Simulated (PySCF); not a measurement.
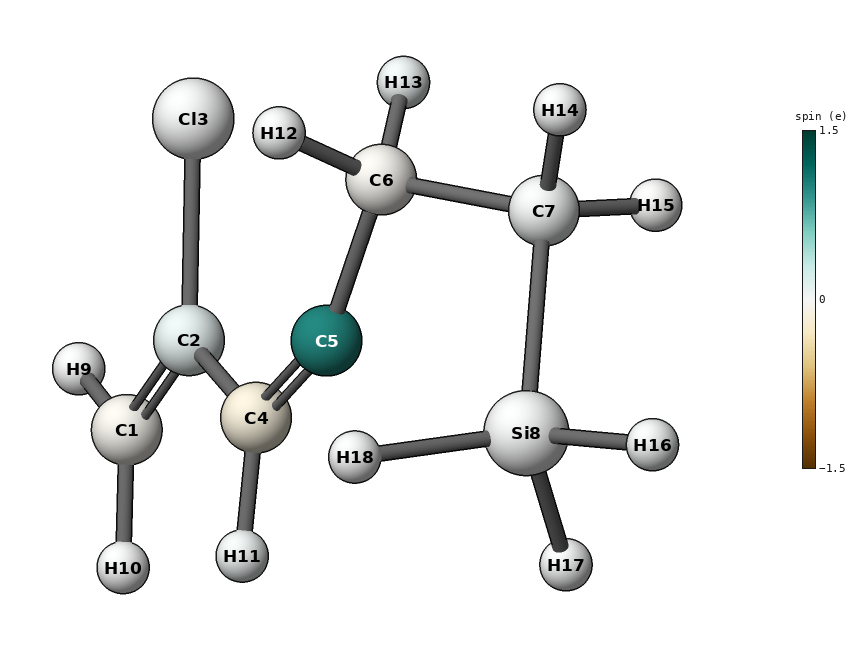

Atoms are coloured by their Mulliken spin populations. The species is neutral and a spin doublet. The geometry was computed by an optimisation with GFN2-xTB. No frequency run is at hand to confirm it as a minimum. Level of theory: UKS B3LYP, pcH-1 on C Cl H Si, non-relativistic (PySCF 2.14.0).

> Which atom carries the largest spin population?

C5 (1.00 e).

> Which atom has the lowest spin population?

C4 (−0.16 e); a negative value comes from spin polarisation.

Give the Mulliken spin populations atom by atom.

| atom | value (e) |
| --- | --- |
| C1 | −0.05 |
| C2 | 0.08 |
| Cl3 | 0.00 |
| C4 | −0.16 |
| C5 | 1.00 |
| C6 | −0.05 |
| C7 | 0.02 |
| Si8 | 0.00 |
| H9 | 0.00 |
| H10 | 0.00 |
| H11 | 0.05 |
| H12 | 0.00 |
| H13 | 0.05 |
| H14 | 0.00 |
| H15 | 0.00 |
| H16 | 0.02 |
| H17 | 0.01 |
| H18 | 0.00 |

Mulliken values depend strongly on the basis set. The geometry is semi-empirical. Around Si such bond lengths and angles can be off by a tenth of an ångström or more and by several degrees, and values that hang on the shape move with them.
